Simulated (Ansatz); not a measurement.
What a tighter setting buys: basis.ecutwfc, ReAu (R-3m, 2 atoms in the cell)

```xyz
2
Lattice="1.4210 0.8204 4.5400 -1.4210 0.8204 4.5400 0.0000 -1.6408 4.5400" Properties=species:S:1:pos:R:3 pbc="T T T"
Re     0.0000     0.0000     0.0000
Au     0.0000     0.0000     6.8100
```

Method: LDA (PW92), default PAW files made with PBE (plane waves; Ansatz, an electronic-structure program).

Base settings: basis.ecutwfc = 30.9 Ry; kpoints.mp_grid.grid = 11 11 11; hamiltonian.xc = lda; hamiltonian.pseudopotentials = {kind: paw} (the program's default PAW files); scf.occupations.method = cold; scf.occupations.width = 0.02 Ry.

Misses are taken against the tightest run, 61.7 Ry, which need not be fully converged itself. The energy is the free energy per atom.

The count of work is k-points × plane waves × bands × iterations; it is no time, and leaves out set-up, grids and terms that scale otherwise. 

Ansatz's pressure holds its estimate of the finite-basis (Pulay) stress, which hides part of the cutoff error; the uncorrected pressure shows it.

The starting cell was generated: these elements placed on a structure prototype, without a prior relaxation; it need not be a known phase or ordering of this composition. Spin polarisation is off. In the base run, with a pressure of about -12 GPa the cell is away from its equilibrium volume at this level. Ansatz's pressure includes its estimate of the finite-basis (Pulay) stress.

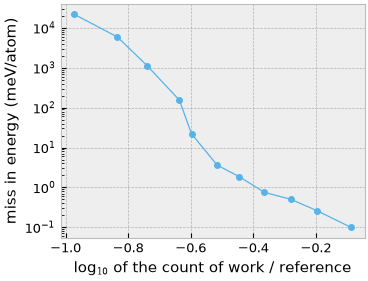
Figure. Miss against the count of work; the reference run is not drawn, and misses under 0.1 meV/atom are drawn there.

```csv
basis.ecutwfc,energy less reference (meV/atom),pressure less reference (GPa),uncorrected pressure less reference (GPa),count of work / reference
12.5 Ry,21775.23,-55.57,-804.22,0.11
15.4 Ry,5930.48,17.12,-289.78,0.15
18.4 Ry,1133.97,4.20,-77.18,0.18
21.7 Ry,153.95,-0.45,-14.87,0.23
24.6 Ry,22.02,-0.12,-2.56,0.25
27.9 Ry,3.63,0.02,-0.21,0.30
30.9 Ry,1.85,0.01,-0.07,0.36
35.6 Ry,0.75,0.00,-0.03,0.43
40.1 Ry,0.50,0.00,-0.01,0.52
46.3 Ry,0.26,0.00,-0.01,0.63
54 Ry,0.07,0.00,0.00,0.82
61.7 Ry,0.00,0.00,0.00,1.0
```

Coarsest setting among those run that, with all tighter ones, holds the energy within 20 meV/atom of the reference: 27.9 Ry, off by 3.6 meV/atom; it needs 0.30 of the reference's count of work.

The step from 12.5 Ry to 30.9 Ry: it takes the miss in the energy from 22000 to 1.8 meV/atom, for 3.4 times the count of work.

Keys are those of Ansatz 0.2.
